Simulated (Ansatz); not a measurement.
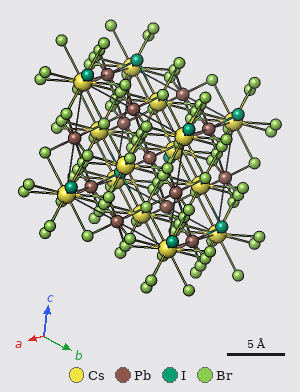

This is the input geometry for a relaxation of a defect cell of composition Cs₄Pb₄IBr₁₁. The picture is a ball-and-stick view of the cell of the calculation, seen slightly off an axis.

Theory: Ansatz 0.2.0, DFT, PBE, plane-wave PAW, default files, scalar-relativistic.

Input
```yaml
crystal:
  lattice:
    - [-5.87, 5.87, 5.87]
    - [5.87, -5.87, 5.87]
    - [5.87, 5.87, -5.87]
  atoms:
    - { symbol: Cs, position: [0.0, 0.0, 0.0] }
    - { symbol: Cs, position: [0.5, 0.5, 0.0] }
    - { symbol: Cs, position: [0.5, 0.0, 0.5] }
    - { symbol: Cs, position: [0.0, 0.5, 0.5] }
    - { symbol: Pb, position: [0.5, 0.5, 0.5] }
    - { symbol: Pb, position: [0.0, 0.0, 0.5] }
    - { symbol: Pb, position: [0.0, 0.5, 0.0] }
    - { symbol: Pb, position: [0.5, 0.0, 0.0] }
    - { symbol: I, position: [0.5, 0.25, 0.25] }
    - { symbol: Br, position: [0.0, 0.75, 0.25] }
    - { symbol: Br, position: [0.0, 0.25, 0.75] }
    - { symbol: Br, position: [0.5, 0.75, 0.75] }
    - { symbol: Br, position: [0.25, 0.5, 0.25] }
    - { symbol: Br, position: [0.75, 0.0, 0.25] }
    - { symbol: Br, position: [0.75, 0.5, 0.75] }
    - { symbol: Br, position: [0.25, 0.0, 0.75] }
    - { symbol: Br, position: [0.25, 0.25, 0.5] }
    - { symbol: Br, position: [0.75, 0.75, 0.5] }
    - { symbol: Br, position: [0.75, 0.25, 0.0] }
    - { symbol: Br, position: [0.25, 0.75, 0.0] }
kpoints:
  mp_grid: { grid: [2, 2, 2] }
scf:
  occupations: { method: fermi_dirac, width: 0.01 }
hamiltonian:
  xc: pbe
  pseudopotentials: { kind: paw }
output:
  forces: true
  stress: true
  populations: true
  efg:
    quadrupole_moments_barn: { Cs: -0.00343, I: -0.68822, Br: 0.2579 }
    contact_densities: true
relax:
  f_tol: 0.03
  max_steps: 40
```

Run as
```bash
ansatz run input.yaml --threads 1 --pin off --max-ram 3072MiB --backend cpu --events-out ev --progress --plain --runs-dir out
```

> Where does the relaxation end?

The largest moves, 0.089 Å, are those of Pb5 and Pb8. Pb8 goes along [0 −1 −1]. By element the largest moves are Pb 0.089 Å, Br 0.016 Å, Cs 0.008 Å. I stays in place. The cell doesn't change. Among the contacts that change: Pb8–Br12 2.935 → 2.846 Å, Pb5–I9 2.935 → 3.024 Å, Pb5–Br12 2.935 → 2.846 Å, Cs1–Br13 4.151 → 4.166 Å. Bond angles that change, for instance: Br14–Pb8–Br16 180.0° → 177.1°. The energy falls by 72.7 meV per cell of the calculation in 1 accepted move (2 points after the start). The largest force component goes from 0.79 to 0.02 eV/Å. 1 step only repeated the SCF at the same geometry.

After the run, drawn alike:

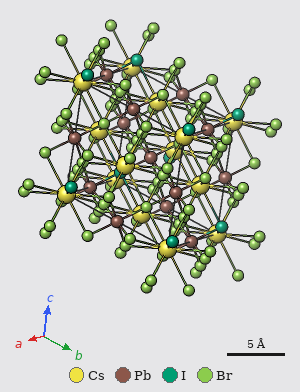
